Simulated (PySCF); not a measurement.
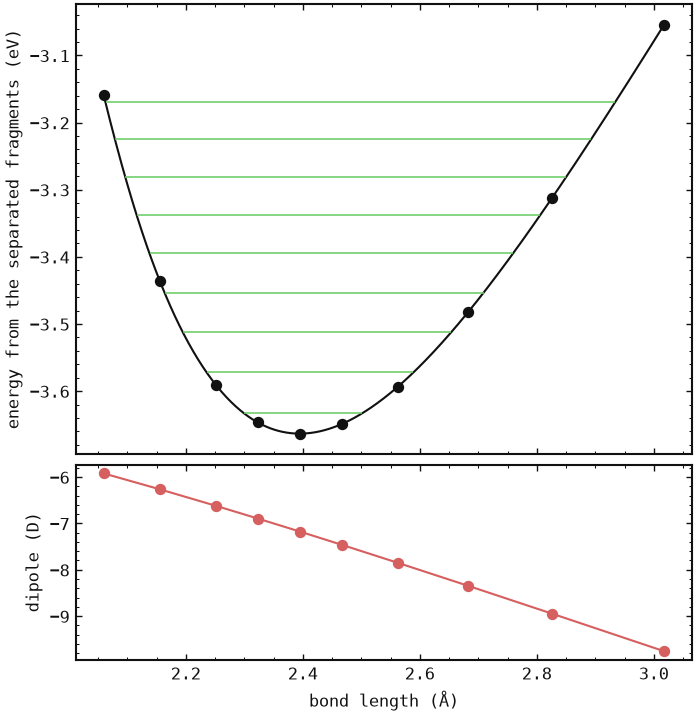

Bond curve of a diatomic species. B3LYP, Gaussian basis, PySCF 2.14.0, UKS. One reference determinant with the occupation held, the lowest that a PBE0 search over spins and occupations found; no spin-orbit coupling. Zero is the separated fragments in their ground configurations, without counterpoise. With B3LYP the solution stays closed-shell at all points drawn; such a solution can't reach the open-shell fragments at long range. 2 further points of the run are not drawn. Horizontal lines: vibrational levels from ωe and ωexe, starting at v = 0. The dipole is positive if the first atom is negative.

Which species is it?
A. LiI, singlet
B. LiH, singlet
C. NO⁺, singlet

Answer. Option A, LiI, singlet. A fit to the curve gives re = 2.395 Å, ωe = 495 cm⁻¹, ωexe = 3.0 cm⁻¹, De = 3.66 eV (B3LYP/def2-TZVPP (ECP)).

Known limits of this run: spin-orbit coupling is left out; it can lower the fragment I more than the molecule, and De with it.
